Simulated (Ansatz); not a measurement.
# One shape, several levels: doublet SiSe−

We compute a comparison of 5 runs (UHF/aug-cc-pVTZ, UB3LYP/6-31G*, U-r2SCAN/aug-cc-pVTZ, UB3LYP/aug-cc-pVTZ, USVWN5/aug-cc-pVTZ) of doublet SiSe−. 

Program for the calculation: Ansatz 0.2.0.

20 further runs of the same task are left out: 20 set aside as unsound or not needed.

## 1. Starting point

SiSe− has 2 atoms, charge -1, and is taken as a doublet. As SMILES of the parent species, `[Si][Se]`. Geometry: relaxed at PBE0-D4/def2-TZVP. That shape belongs to the parent species and isn't relaxed for this state.

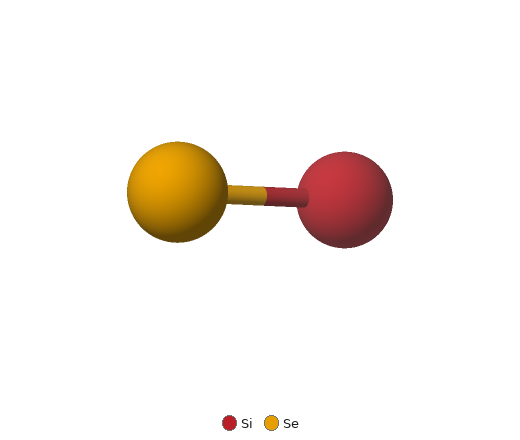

The structure, seen from a chosen angle (silicon red, selenium amber).

## 2. A single-point energy at UHF/aug-cc-pVTZ (run 1)

molecule.yaml

```yaml
crystal:
  periodic: [false, false, false]
  atoms:
    - {symbol: Si, position_ang: [0.000000, 0.000000, 0.031440]}
    - {symbol: Se, position_ang: [-0.000000, -0.000000, 2.093090]}
basis:
  gaussian: {orbitals: aug-cc-pVTZ}
hamiltonian: {xc: hf}
output: {orbitals: {seedname: orbitals}}
magnetization: {spin_polarized: true, initial_magnetization: 1}
total_charge: -1
accuracy: high
```

On the command line:

```sh
$ ansatz run molecule.yaml --threads 1 --pin off --max-ram 3480MiB --events-out events.jsonl --progress --plain --runs-dir runs
```

Standard output:

```text
Warning: RAYON_NUM_THREADS=1 ignored (pool sized by the plan → 1); use --threads N
Functional definition: HF
  name "HF"
  exchange = exact_x
  correlation = 0
1391 factors; integrals over basis functions are off by at most 4.1e-9 eV
mean field evaluation 1: about -73166.1709 eV, gradient 9.6e0 eV
mean field evaluation 2: about -73166.3295 eV, gradient 1.0e1 eV
mean field evaluation 4: about -73167.4166 eV, gradient 1.6e0 eV
mean field evaluation 8: about -73167.5454 eV, gradient 4.4e-1 eV
mean field evaluation 16: about -73167.5608 eV, gradient 1.2e-4 eV
mean field evaluation 32: about -73167.5448 eV, gradient 2.9e-1 eV
mean field evaluation 64: about -73167.1104 eV, gradient 2.6e0 eV
mean field evaluation 96: about -73167.4096 eV, gradient 1.6e0 eV
mean field evaluation 128: about -73161.9029 eV, gradient 6.2e0 eV
mean field -73167.56084393 eV, -2688.8582662602 hartree, gradient 7.5e-8 eV, S^2 0.774634; 1 other end points of the search recorded, 0 dependent functions left out
reference -73167.56084393 eV, -2688.8582662602 hartree; 25, 24 occupied and 84, 85 virtual orbitals, 1391 factors
Total energy: -73167.56084393 eV, -2688.8582662602 hartree
```

Run time: 12 s. Hardware: 1 thread of Arm Neoverse V1, shared host; peak memory 0.45 GiB.

## 3. A single-point energy at UB3LYP/6-31G(d) (Cartesian functions) (run 2)

job.yaml

```yaml
crystal:
  periodic: [false, false, false]
  atoms:
    - {symbol: Si, position_ang: [0.000000, 0.000000, 0.031440]}
    - {symbol: Se, position_ang: [-0.000000, -0.000000, 2.093090]}
basis:
  gaussian:
    orbitals: "6-31G*"
total_charge: -1
magnetization:
  spin_polarized: true
  initial_magnetization: 1
hamiltonian:
  xc: {name: B3LYP}
accuracy: high
output:
  orbitals: {seedname: orbitals}
```

On the command line:

```sh
$ ansatz run job.yaml --threads 1 --pin off --max-ram 3480MiB --events-out events.jsonl --progress --plain --runs-dir runs
```

Standard output:

```text
Warning: RAYON_NUM_THREADS=1 ignored (pool sized by the plan → 1); use --threads N
Functional definition: B3LYP
  name "B3LYP"
  parameter a0 = 0.2
  parameter ax = 0.72
  parameter ac = 0.81
  exchange = (1 - a0 - ax)*slater_x + ax*b88_x + a0*exact_x
  correlation = (1 - ac)*vwn_rpa_c + ac*lyp_c
860 factors; integrals over basis functions are off by at most 3.9e-9 eV
mean field evaluation 1: about -73220.2173 eV, gradient 1.3e1 eV
mean field evaluation 2: about -73219.4194 eV, gradient 1.8e1 eV
mean field evaluation 4: about -73220.8148 eV, gradient 7.6e-1 eV
mean field evaluation 8: about -73220.8413 eV, gradient 2.0e-2 eV
mean field evaluation 16: about -73220.8413 eV, gradient 1.2e-5 eV
mean field evaluation 32: about -73220.8413 eV, gradient 7.8e-9 eV
mean field -73220.84129883 eV, -2690.8162868632 hartree, gradient 1.9e-8 eV, S^2 0.752713; 1 other end points of the search recorded, 0 dependent functions left out
reference -73220.84132413 eV, -2690.8162877931 hartree; 25, 24 occupied and 29, 30 virtual orbitals, 860 factors
Total energy: -73220.84132413 eV, -2690.8162877931 hartree
```

Wall time 7.2 s (1 thread of Arm Neoverse V1, shared host); peak memory 0.19 GiB.

Run 3 isn't shown in full; the table further down has it.

## 4. The energy at UB3LYP/aug-cc-pVTZ (run 4)

run.yaml

```yaml
crystal:
  periodic: [false, false, false]
  atoms:
    - {symbol: Si, position_ang: [0.000000, 0.000000, 0.031440]}
    - {symbol: Se, position_ang: [-0.000000, -0.000000, 2.093090]}
basis:
  gaussian:
    orbitals: aug-cc-pVTZ
total_charge: -1
magnetization:
  spin_polarized: true
  initial_magnetization: 1
hamiltonian:
  xc: {name: B3LYP}
accuracy: high
output:
  orbitals: {seedname: orbitals}
```

On the command line:

```sh
$ ansatz run run.yaml --threads 1 --pin off --max-ram 3480MiB --events-out events.jsonl --progress --plain --runs-dir runs
```

Standard output, cut to the lines that bear on the results:

```text
Warning: RAYON_NUM_THREADS=1 ignored (pool sized by the plan → 1); use --threads N
[... 7 set-up lines as earlier in the session ...]
1391 factors; integrals over basis functions are off by at most 4.1e-9 eV
mean field evaluation 1: about -73230.0936 eV, gradient 1.4e1 eV
mean field evaluation 2: about -73228.7060 eV, gradient 2.1e1 eV
mean field evaluation 4: about -73230.9722 eV, gradient 1.1e0 eV
mean field evaluation 8: about -73231.0336 eV, gradient 3.9e-2 eV
mean field evaluation 16: about -73231.0336 eV, gradient 5.2e-5 eV
mean field evaluation 32: about -73231.0336 eV, gradient 9.0e-3 eV
mean field -73231.03359115 eV, -2691.1908466975 hartree, gradient 2.9e-8 eV, S^2 0.754719; 4 other end points of the search recorded, 0 dependent functions left out
reference -73231.03361553 eV, -2691.1908475932 hartree; 25, 24 occupied and 84, 85 virtual orbitals, 1391 factors
Total energy: -73231.03361553 eV, -2691.1908475932 hartree
```

Wall time 44 s (1 thread of Arm Neoverse V1, shared host); peak memory 0.44 GiB.

## 5. The energy at USVWN5/aug-cc-pVTZ (run 5)

molecule.yaml

```yaml
crystal:
  periodic: [false, false, false]
  atoms:
    - {symbol: Si, position_ang: [0.000000, 0.000000, 0.031440]}
    - {symbol: Se, position_ang: [-0.000000, -0.000000, 2.093090]}
basis:
  gaussian:
    orbitals: aug-cc-pVTZ
output: {orbitals: {seedname: orbitals}}
magnetization:
  spin_polarized: true
  initial_magnetization: 1
accuracy: high
total_charge: -1
hamiltonian:
  xc: {name: SVWN5}
```

On the command line:

```sh
$ ansatz run molecule.yaml --threads 1 --pin off --max-ram 3480MiB --events-out events.jsonl --progress --plain --runs-dir runs
```

Standard output:

```text
Warning: RAYON_NUM_THREADS=1 ignored (pool sized by the plan → 1); use --threads N
Functional definition: SVWN5
  name "SVWN5"
  exchange = slater_x
  correlation = vwn5_c
1391 factors; integrals over basis functions are off by at most 4.1e-9 eV
mean field evaluation 1: about -73104.0328 eV, gradient 2.1e1 eV
mean field evaluation 2: about -73097.7028 eV, gradient 3.7e1 eV
mean field evaluation 4: about -73105.5629 eV, gradient 4.1e0 eV
mean field evaluation 8: about -73105.6927 eV, gradient 1.1e0 eV
mean field evaluation 16: about -73105.7051 eV, gradient 9.6e-3 eV
mean field evaluation 32: about -73105.7051 eV, gradient 3.8e-7 eV
mean field evaluation 64: about -73105.7051 eV, gradient 1.8e-5 eV
mean field evaluation 96: about -73104.4665 eV, gradient 3.1e-2 eV
mean field -73105.70512725 eV, -2686.5851105996 hartree, gradient 2.3e-8 eV, S^2 0.751824; 7 other end points of the search recorded, 0 dependent functions left out
reference -73105.70512974 eV, -2686.5851106911 hartree; 25, 24 occupied and 84, 85 virtual orbitals, 1391 factors
Total energy: -73105.70512974 eV, -2686.5851106911 hartree
```

Wall time 17 s (1 thread of Arm Neoverse V1, shared host); peak memory 0.28 GiB.

## 6. All runs side by side

| run | level | Cartesian functions | energy (Eh) | HOMO energy (eV) | LUMO energy (eV) | ⟨S²⟩ | wall time |
| --- | --- | --- | --- | --- | --- | --- | --- |
| 1 | UHF/aug-cc-pVTZ | no | -2688.858266 | -0.94 | 3.97 | 0.775 | 12 s |
| 2 | UB3LYP/6-31G* (Cartesian functions) | yes | -2690.816288 | 1.92 | 3.30 | 0.753 | 7.2 s |
| 3 | U-r2SCAN/aug-cc-pVTZ | no | -2691.097585 | 1.68 | 2.15 | 0.760 | 73 s |
| 4 | UB3LYP/aug-cc-pVTZ | no | -2691.190848 | 1.28 | 2.57 | 0.755 | 44 s |
| 5 | USVWN5/aug-cc-pVTZ | no | -2686.585111 | 1.81 | 1.82 | 0.752 | 17 s |

## 7. Summary of results

| quantity | value |
| --- | --- |
| run 5: total energy | -2686.58511 Eh |
| run 5: HOMO energy (highest over α and β) | 1.81 eV |
| run 5: LUMO energy (lowest over α and β) | 1.82 eV |
| run 5: ⟨S²⟩ | 0.752 |

Totals of different functionals can't be ranked against each other. In runs 2, 3, 4, 5 the HOMO lies above zero, so the outermost electron may be held by the basis alone. All runs together took 2.5 min, the longest 73 s.
